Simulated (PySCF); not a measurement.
## Electronic structure of C4H9FNSi2 (doublet) in real space

```xyz
17

C    -4.0488    1.4457   -0.7004
C    -3.2602    0.6754   -0.2201
Si   -2.0277   -0.5086    0.4966
C    -0.2993    0.1201   -0.0030
Si    1.1257   -0.9564    0.6095
F     1.0139   -2.4379   -0.0296
N     2.6462   -0.4407   -0.0224
C     3.2560    0.7802    0.1216
H    -4.7407    2.1205   -1.1175
H    -2.1692   -0.4977    1.9593
H    -2.2912   -1.8414   -0.0531
H    -0.1724    1.1352    0.3731
H    -0.2535    0.1956   -1.0911
H     1.1119   -1.1844    2.0512
H     3.2495   -1.1485   -0.4150
H     2.6715    1.5890    0.5068
H     4.1812    0.9659   -0.3834
```

Geometry: GFN2-xTB.

All numbers below come from UKS B3LYP, pcH-1 on C F H N Si, non-relativistic, mean-field spin-orbit, GIAO (PySCF).

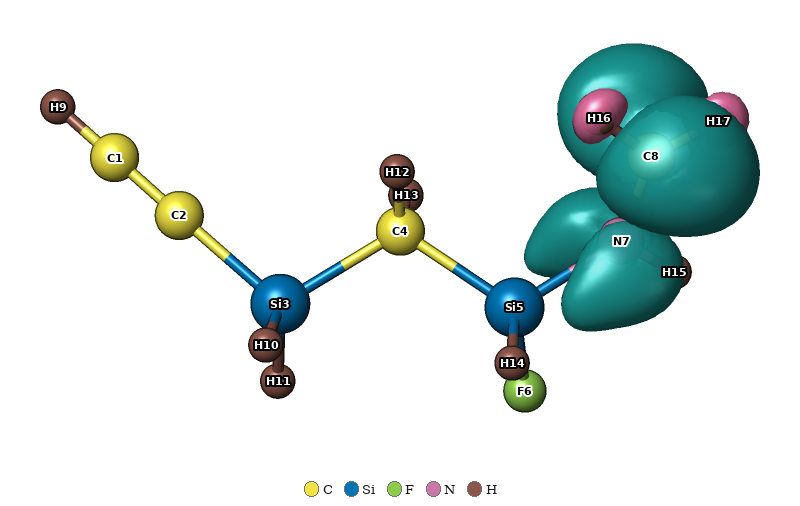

Figure 1. Isosurfaces of the spin density at +0.015 (teal) and −0.015 e/Å³ (pink), seen across its widest extent.

Which atoms carry the spin?

Answer. The unpaired spin (1 electron) lies mostly on C8 (about 0.6) and N7 (about 0.2), in electrons by Hirshfeld's partition.

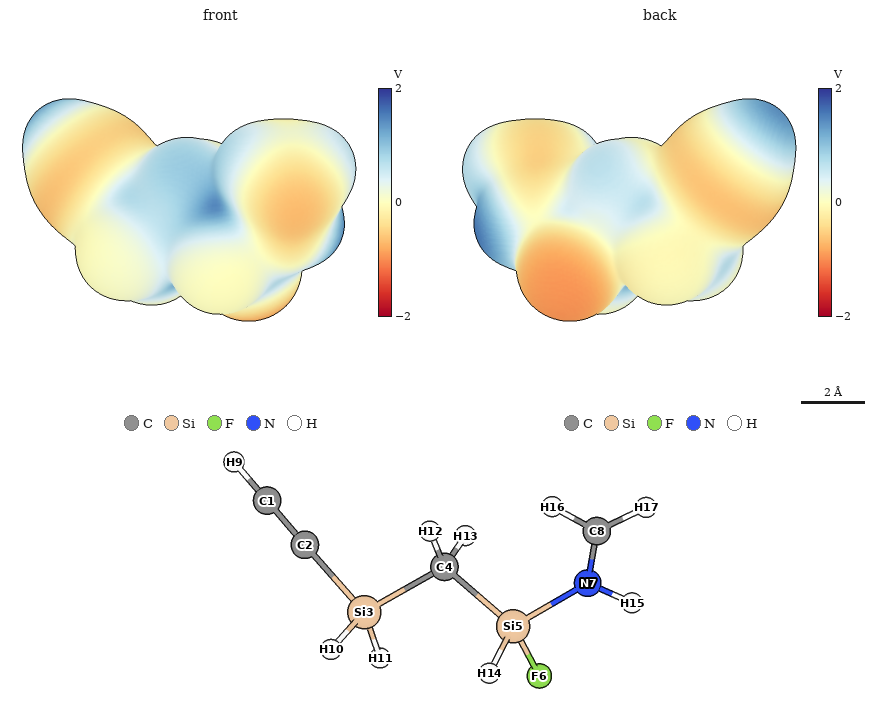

Figure 2. The molecular electrostatic potential painted on the density surface at 0.001 e/bohr³, seen from the front and from behind; the colour scale runs from red (negative) to blue (positive). The bare structure is drawn below in the same view.

Describe the electrostatic potential map.

Answer. The most negative region (about −1.0 V, or −23 kcal/mol for a unit charge) lies over F6, the most positive (about +1.5 V, or +35 kcal/mol for a unit charge) over Si5 and H15.

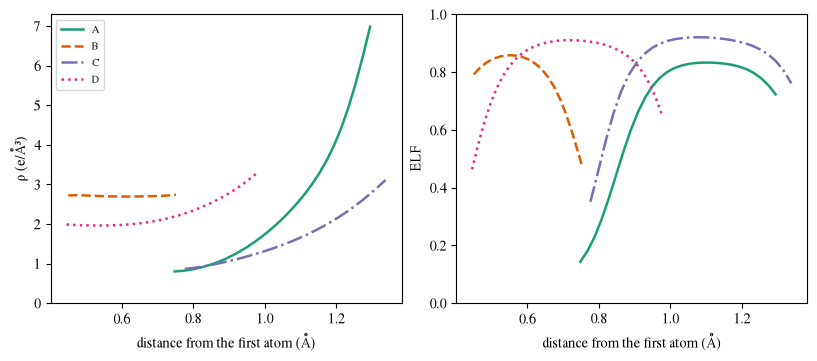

Figure 3. Electron density and ELF along straight lines between neighbouring atoms. The curves leave out the atomic cores.

Which curve belongs to which contact (C–C, C–N, Si–F and Si–N)? The first atom named is at distance zero.

Answer. Curve A: Si–F (1.62 Å): ρ at the midpoint is about 0.87 e/Å³; the ELF peaks at about 0.85 in the valence shell of F, 0.5 Å from its nucleus, and is about 0.30 at the midpoint. Curve B: C–C (1.20 Å): ρ at the midpoint is about 2.7 e/Å³; the ELF peaks at about 0.85 between the atoms: a multiple bond. Curve C: Si–N (1.73 Å): ρ is about 0.99 e/Å³ halfway; the ELF peaks at about 0.90 between the atoms, as expected for a shared but strongly polarised pair. Curve D: C–N (1.37 Å): ρ is about 2.1 e/Å³ halfway; the ELF peaks at about 0.90 between the atoms (a covalent bond).
